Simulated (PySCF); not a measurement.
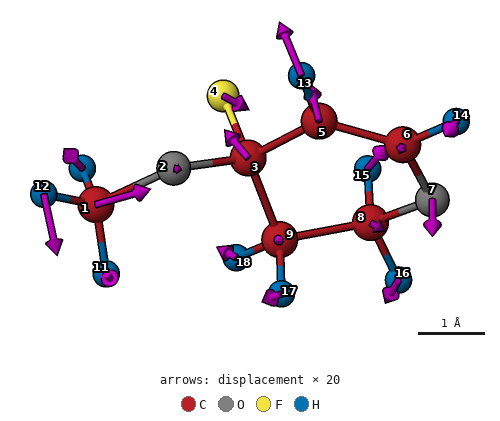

This is a relaxation of C$_{6}$H$_{9}$FO$_{2}$. The starting structure is drawn; purple arrows show the displacements, magnified 20 times. The two geometries are superimposed by the best rigid fit.

The picture is a ball-and-stick view, seen from a free direction.

The start comes from GFN2-xTB. Its atoms were then displaced at random by about 0.01 Å.

Computed with PySCF 2.14.0, density-fitted response routines, PBE0-D3(BJ)/def2-SVP geometry optimisation, gas phase. 

What happened in the run?

The largest move after the best rigid fit is that of an H atom, 0.051 Å. Largest moves by element: H 0.051 Å, C 0.050 Å, O 0.036 Å, F 0.026 Å. Near-neighbour distances that change, for instance: C–O 1.451 → 1.406 Å, C–F 1.433 → 1.400 Å, C–H 1.082 → 1.105 Å, C–C 1.499 → 1.514 Å. Among the angles between lasting bonds that change: H–C–H 111.6° → 108.2°, O–C–F 105.2° → 108.1°, O–C–H 109.4° → 112.2°. Over 7 geometry steps the energy falls by 11.1 kJ/mol. The run took 71 s on 1 thread of Intel(R) Xeon(R) 6975P-C, on a shared host.
